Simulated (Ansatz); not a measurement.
# CH4FSi (SMILES C[SiH]F) at UBHLYP/aug-cc-pVDZ

What is the vertical doublet–quartet gap of CH4FSi at UBHLYP/aug-cc-pVDZ? 

Program for the calculation: Ansatz 0.2.0.

45 further runs of the same task are left out: 45 set aside as unsound or not needed.

## 1. The structure to begin with

CH4FSi: 7 atoms, total charge 0, spin state doublet. As SMILES, `C[SiH]F`. Geometry: relaxed at PBE0-D4/def2-TZVP.

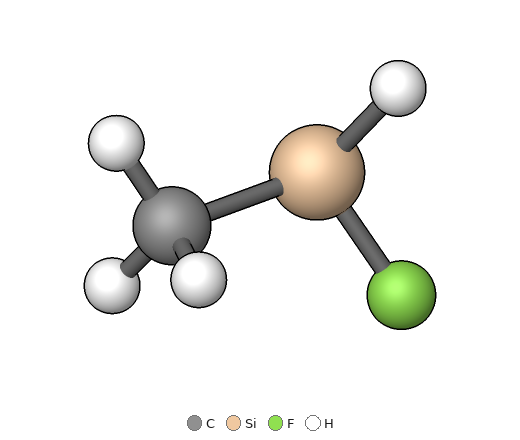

Viewed from a chosen angle; carbon grey, silicon light orange, fluorine green, hydrogen white.

## 2. A single-point energy at UBHLYP/aug-cc-pVDZ

job.yaml

```yaml
crystal:
  periodic: [false, false, false]
  atoms:
    - {symbol: C, position_ang: [-0.653500, 0.389500, -0.298000]}
    - {symbol: Si, position_ang: [0.917400, -0.594100, -0.104100]}
    - {symbol: F, position_ang: [0.640700, -1.812800, 0.909600]}
    - {symbol: H, position_ang: [-1.444900, -0.207800, -0.754100]}
    - {symbol: H, position_ang: [-0.470200, 1.260900, -0.931700]}
    - {symbol: H, position_ang: [-1.000700, 0.738300, 0.679600]}
    - {symbol: H, position_ang: [2.011300, 0.226000, 0.498700]}
basis:
  gaussian:
    orbitals: aug-cc-pVDZ
magnetization:
  spin_polarized: true
  initial_magnetization: 1
hamiltonian:
  xc: {name: BHLYP}
accuracy: high
output:
  orbitals: {seedname: orbitals}
```

The run is started by

```
$ ansatz run job.yaml --threads 1 --pin off --max-ram 3480MiB --events-out events.jsonl --progress --plain --runs-dir runs
```

Standard output:

```text
Warning: RAYON_NUM_THREADS=1 ignored (pool sized by the plan → 1); use --threads N
Functional definition: BHLYP
  name "BHLYP"
  parameter a = 0.5
  exchange = (1 - a)*b88_x + a*exact_x
  correlation = lyp_c
2190 factors; integrals over basis functions are off by at most 3.6e-9 eV
mean field evaluation 1: about -11690.5150 eV, gradient 3.5e1 eV
mean field evaluation 2: about -11691.0980 eV, gradient 3.3e1 eV
mean field evaluation 4: about -11695.6874 eV, gradient 1.6e0 eV
mean field evaluation 8: about -11695.7180 eV, gradient 5.6e-2 eV
mean field evaluation 16: about -11695.7181 eV, gradient 5.1e-5 eV
mean field -11695.71806844 eV, -429.8097113727 hartree, gradient 2.6e-8 eV, S^2 0.751917; 0 other end points of the search recorded, 0 dependent functions left out
reference -11695.71810208 eV, -429.8097126088 hartree; 17, 16 occupied and 92, 93 virtual orbitals, 2190 factors
Total energy: -11695.71810208 eV, -429.8097126088 hartree
```

Wall time 18 s (1 thread of Arm Neoverse V2, shared host); peak memory 0.46 GiB.

## 3. The quartet

run.yaml

```yaml
crystal:
  periodic: [false, false, false]
  atoms:
    - {symbol: C, position_ang: [-0.653500, 0.389500, -0.298000]}
    - {symbol: Si, position_ang: [0.917400, -0.594100, -0.104100]}
    - {symbol: F, position_ang: [0.640700, -1.812800, 0.909600]}
    - {symbol: H, position_ang: [-1.444900, -0.207800, -0.754100]}
    - {symbol: H, position_ang: [-0.470200, 1.260900, -0.931700]}
    - {symbol: H, position_ang: [-1.000700, 0.738300, 0.679600]}
    - {symbol: H, position_ang: [2.011300, 0.226000, 0.498700]}
basis:
  gaussian:
    orbitals: aug-cc-pVDZ
magnetization:
  spin_polarized: true
  initial_magnetization: 3
hamiltonian:
  xc: {name: BHLYP}
accuracy: high
output:
  orbitals: {seedname: orbitals}
```

The run is started by

```
$ ansatz run run.yaml --threads 1 --pin off --max-ram 3480MiB --events-out events.jsonl --progress --plain --runs-dir runs
```

Standard output:

```text
Warning: RAYON_NUM_THREADS=1 ignored (pool sized by the plan → 1); use --threads N
Functional definition: BHLYP
  name "BHLYP"
  parameter a = 0.5
  exchange = (1 - a)*b88_x + a*exact_x
  correlation = lyp_c
2190 factors; integrals over basis functions are off by at most 3.6e-9 eV
mean field evaluation 1: about -11681.9609 eV, gradient 3.2e1 eV
mean field evaluation 2: about -11681.4427 eV, gradient 3.4e1 eV
mean field evaluation 4: about -11687.4847 eV, gradient 2.7e0 eV
mean field evaluation 8: about -11687.6206 eV, gradient 4.3e-1 eV
mean field evaluation 16: about -11687.7425 eV, gradient 3.3e-1 eV
mean field evaluation 32: about -11687.7740 eV, gradient 8.2e-1 eV
mean field -11687.78151500 eV, -429.5180484133 hartree, gradient 1.9e-8 eV, S^2 3.760387; 4 other end points of the search recorded, 0 dependent functions left out
reference -11687.78153996 eV, -429.5180493306 hartree; 18, 15 occupied and 91, 94 virtual orbitals, 2190 factors
Total energy: -11687.78153996 eV, -429.5180493306 hartree
```

Run time: 28 s. Hardware: 1 thread of Arm Neoverse V2, shared host; peak memory 0.46 GiB.

## 4. Outcome

At UBHLYP/aug-cc-pVDZ:

| quantity | value |
| --- | --- |
| doublet: total energy | -429.80971 Eh |
| doublet: HOMO energy (highest over α and β) | -7.14 eV |
| doublet: LUMO energy (lowest over α and β) | -1.54 eV |
| doublet: ⟨S²⟩ | 0.752 |
| quartet: total energy | -429.51805 Eh |
| quartet: HOMO energy (highest over α and β) | -2.64 eV |
| quartet: ⟨S²⟩ | 3.760 |
| vertical energy of the quartet above the doublet | 7.937 eV |

**Reading.** At this shape the quartet lies 7.94 eV (766 kJ/mol) above the doublet.
